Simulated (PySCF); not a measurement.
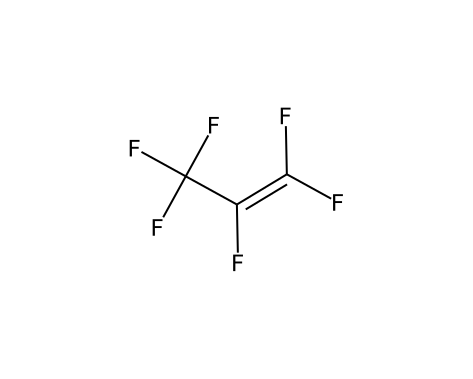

The geometry was computed by an optimisation with PBE0-D3(BJ)/def2-SVP. No frequency run is at hand to confirm it as a minimum. Properties computed with B3LYP/pcJ-1, gas phase (PySCF 2.14.0).

What does the calculation give?

The species is C₃F₆ (`FC(F)=C(F)C(F)(F)F`).
- dipole moment: 1.06 D
- HOMO energy (Kohn–Sham orbital): −8.07 eV
- LUMO energy (Kohn–Sham orbital): −0.80 eV
- HOMO–LUMO gap: 7.26 eV
